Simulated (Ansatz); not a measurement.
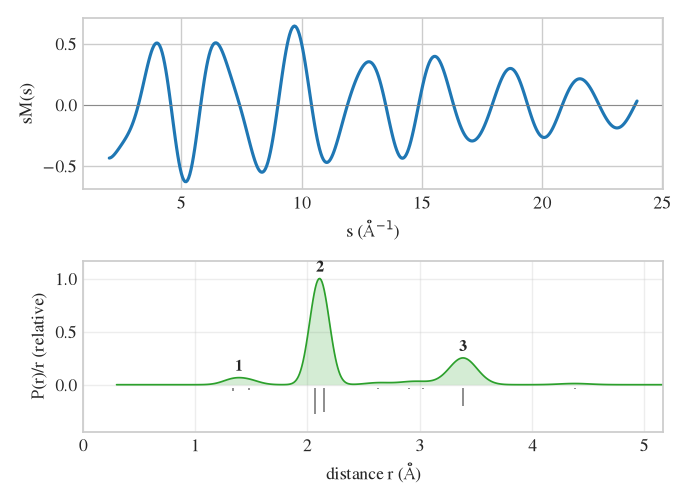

Simulated gas electron diffraction: reduced molecular intensity sM(s) from the Debye equation in the first Born approximation (top) and the radial distribution curve (bottom) of ClH2SSi (spin multiplicity 2). Each pair of atoms contributes with weight ZᵢZⱼ/r (bars below the curve); damping constant 0.0015 Å²; vibrational amplitudes assumed, not computed: 0.05 Å for bonds, 0.078 Å for bonds to H, 0.06 + 0.015 r up to 0.15 Å for other pairs. The geometry is the end point of an optimisation (Ansatz 0.2.0, UHF/def2-SVP); it may be a saddle point or a higher isomer.

### Which pairs of atoms lie under the numbered peaks? Mark bonded pairs by – and others by ···.

Peak 1, 1.39 Å: S–H 1.34 Å, Si–H 1.48 Å, not resolved
Peak 2, 2.11 Å: Cl–Si 2.07 Å, S–Si 2.15 Å, not resolved
Peak 3, 3.38 Å: Cl···S 3.39 Å
